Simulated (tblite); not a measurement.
# Frequency calculation, with input and output: CH11ClSi4

System: CH11ClSi4.
Method: GFN2-xTB harmonic vibrations, gas phase (tblite 0.8.0).

It belongs to a series of runs on one base structure; here: constitutional isomer.

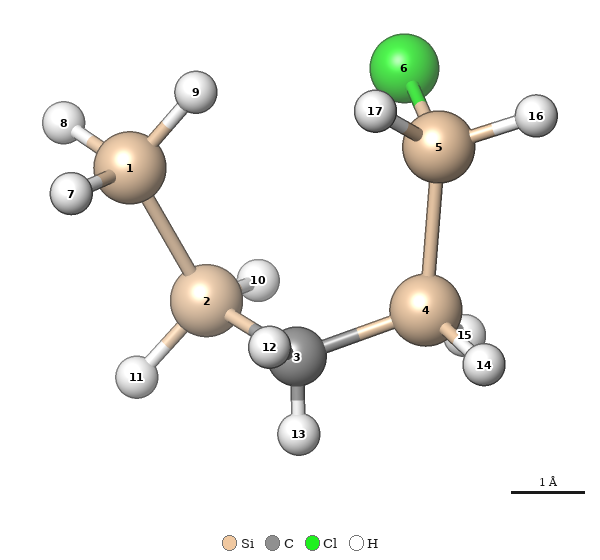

The input geometry (ball-and-stick view, seen at a tilt; atoms are numbered from 1 in the order of the input). Bond lengths as drawn: Cl–Si 2.03 Å, C–H 1.09 Å, C–Si 1.90 to 1.92 Å, H–Si 1.46 to 1.47 Å and Si–Si 2.31 Å.

## Input file
```
{"job": {"kind": "ir", "xc": "GFN2-xTB", "basis": "xTB"}, "charge": 0, "multiplicity": 1}
Si     2.211896     1.117968    -0.575524
Si     1.508873    -0.786687     0.526803
C     -0.026322    -1.567591    -0.310393
Si    -1.729126    -0.990549     0.316088
Si    -2.089339     1.274609     0.022192
Cl    -1.180258     2.329707     1.501514
H      2.655971     0.826124    -1.944932
H      3.353573     1.744951     0.095222
H      1.176660     2.145370    -0.709066
H      1.181861    -0.571284     1.943557
H      2.558434    -1.822547     0.528542
H      0.032878    -1.394705    -1.386486
H      0.022637    -2.649544    -0.184067
H     -2.765395    -1.744959    -0.410550
H     -1.844533    -1.401681     1.723276
H     -3.499506     1.668275     0.085758
H     -1.575300     1.834574    -1.231843
```

The first line tells a small driver script what to run in tblite; the rest is the geometry in Å.

Launched with:
```bash
OMP_NUM_THREADS=1 python <driver script> task.json out
```

## What the program printed
```
mode    cm-1     km/mol
  1     -44.3      0.13
  2      25.6      0.17
  3      53.4      0.91
  4      68.6      0.22
  5      91.6      1.66
  6     117.6      1.55
  7     142.1      0.23
  8     200.9      4.97
  9     359.2     39.16
 10     383.3     42.00
 11     394.1     47.02
 12     424.7      5.05
 13     434.7     53.70
 14     461.3      0.29
 15     471.4      3.50
 16     508.8     15.69
 17     556.4      8.55
 18     569.1      6.29
 19     582.8      5.86
 20     601.2     56.41
 21     630.4    275.75
 22     694.6    591.64
 23     702.9    134.47
 24     747.8    604.93
 25     785.5    105.49
 26     799.7    413.86
 27     807.5     69.01
 28     814.2    170.38
 29     822.7    383.81
 30     829.1     64.22
 31     834.3      7.70
 32    1020.7      7.36
 33    1129.8     49.18
 34    1460.0      1.23
 35    2153.3    360.67
 36    2167.1    331.77
 37    2187.9     16.32
 38    2192.4    111.82
 39    2202.0    321.29
 40    2211.0    768.24
 41    2228.5    153.51
 42    2238.8    331.83
 43    2244.7    297.57
 44    2957.4     34.39
 45    2975.2     14.54
```

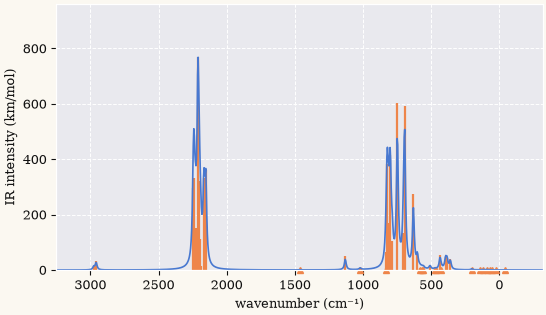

Harmonic infrared spectrum, unscaled: sticks (degenerate modes added up, dark ones marked on the axis) with a Lorentzian envelope of 16 cm⁻¹ full width, scaled to the tallest stick; imaginary modes are drawn at negative wavenumbers. 45 modes from 44i to 2975 cm⁻¹, 1 imaginary beyond 8i (44i cm⁻¹): not a clean minimum; so soft a mode can be a shallow saddle, an incomplete relaxation or noise of the force constants. The strongest line is at 2211 cm⁻¹ (768 km/mol).

## Summary

- outcome: converged
- total energy: −523.3395 eV
- zero-point energy: 63.3080 kcal/mol
- hardware: 1 CPU thread, shared host
- wall time: 1.3 s
- peak memory: 0.18 GiB
